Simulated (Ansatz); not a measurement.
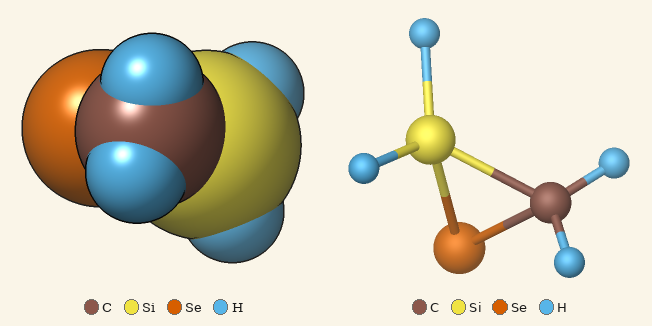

The same structure drawn twice, from different directions.

Computed geometry: PBE0-D4/def2-TZVP optimisation.

Question: Give the formula.

Answer: CH₄SeSi, 7 atoms: 1 carbon, 4 hydrogen, 1 selenium and 1 silicon.

Question: Give a SMILES string for it.

Answer: C1[SiH2][Se]1

Question: Count the bonded pairs by element.

Answer: 2 C–H, 2 Si–H, 1 C–Si, 1 Se–Si, 1 C–Se.

Question: Does it have rings?

Answer: Independent rings (smallest set): 1 of 3 members.

The parts below concern this one geometry. Atoms keep their numbers from picture to picture.

### Shape

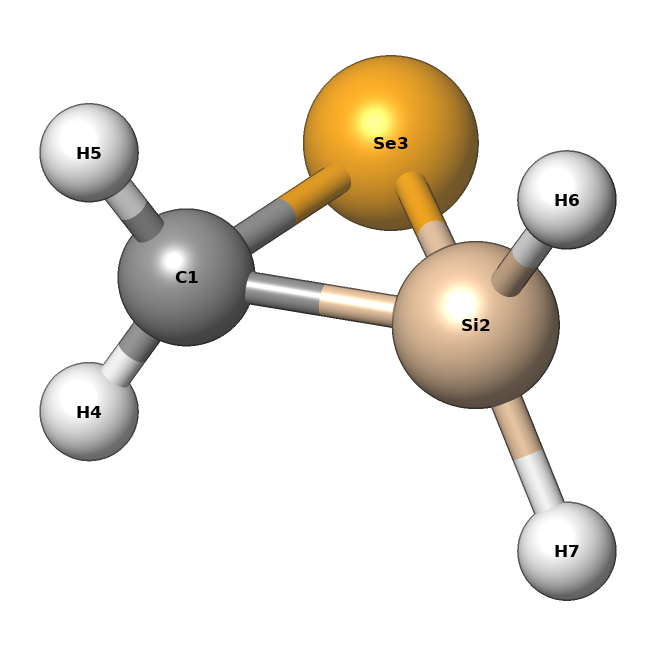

Atoms carry their numbers in the input.

Give these bond angles: Si2–C1–Se3, Si2–C1–H4, Se3–C1–H4, H4–C1–H5, C1–Si2–Se3, C1–Si2–H6, Se3–Si2–H6, H6–Si2–H7, C1–Se3–Si2.

```json
{"angle": "Si2–C1–Se3", "degrees": "70.2"}
{"angle": "Si2–C1–H4", "degrees": "120.0"}
{"angle": "Se3–C1–H4", "degrees": "112.0"}
{"angle": "H4–C1–H5", "degrees": "113.9"}
{"angle": "C1–Si2–Se3", "degrees": "58.7"}
{"angle": "C1–Si2–H6", "degrees": "118.7"}
{"angle": "Se3–Si2–H6", "degrees": "118.8"}
{"angle": "H6–Si2–H7", "degrees": "113.1"}
{"angle": "C1–Se3–Si2", "degrees": "51.1"}
```

### Charges

The questions are on Mulliken charges. Method: RKS PBE0-D4/def2-TZVP (Ansatz 0.2.0).

Question: Which atom carries the highest charge (most positive or least negative)?

Answer: Si2 (0.19 e).

Question: And the lowest?

Answer: C1 (−0.35 e).

Give the Mulliken charges atom by atom.

```json
{"atom": "C1", "value (e)": "−0.35"}
{"atom": "Si2", "value (e)": "0.19"}
{"atom": "Se3", "value (e)": "−0.16"}
{"atom": "H4", "value (e)": "0.16"}
{"atom": "H5", "value (e)": "0.16"}
{"atom": "H6", "value (e)": "0.00"}
{"atom": "H7", "value (e)": "0.00"}
```

### Thermal motion

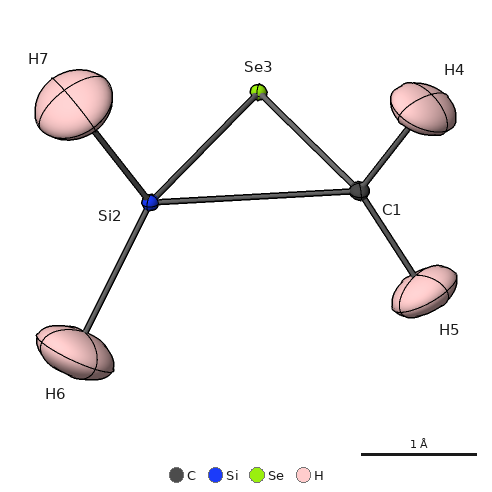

Displacement ellipsoids at the 50 % level, enlarged 1.5 times, from the internal vibrations of the free molecule (harmonic, no overall translation or rotation; no half-axis is drawn under 0.075 Å). Vibrations computed with RKS PBE0-D4/def2-TZVP (Ansatz 0.2.0). Temperature: 298 K.

List U_eq and the three principal root-mean-square amplitudes for each kind of atom.

| atom | U_eq (Å²) | rms amplitudes (Å) |
| --- | --- | --- |
| C1 | 0.0015 | 0.021, 0.038, 0.052 |
| Si2 | 0.00057 | 0.012, 0.018, 0.035 |
| Se3 | 0.00009 | 0.003, 0.007, 0.015 |
| H4, H5 | 0.0140 | 0.074, 0.129, 0.141 |
| H6, H7 | 0.0204 | 0.086, 0.155, 0.172 |

### Levels of theory compared

Program: Ansatz 0.2.0.

Compare HOMO energy (eV), dipole (D), HOMO–LUMO gap (eV) at these levels: B3LYP-D4/def2-TZVPP; PBE-D4/def2-TZVPP; r2SCAN-D4/def2-TZVPP; ωB97M-V/def2-TZVPP.

```json
{"level": "B3LYP-D4/def2-TZVPP", "HOMO energy (eV)": "−6.38", "dipole (D)": "1.71", "HOMO–LUMO gap (eV)": "5.63"}
{"level": "PBE-D4/def2-TZVPP", "HOMO energy (eV)": "−5.52", "dipole (D)": "1.56", "HOMO–LUMO gap (eV)": "4.14"}
{"level": "r2SCAN-D4/def2-TZVPP", "HOMO energy (eV)": "−5.76", "dipole (D)": "1.73", "HOMO–LUMO gap (eV)": "4.64"}
{"level": "ωB97M-V/def2-TZVPP", "HOMO energy (eV)": "−8.77", "dipole (D)": "1.77", "HOMO–LUMO gap (eV)": "9.97"}
```

Mulliken values depend strongly on the basis set and can even reverse the polarity of a bond.
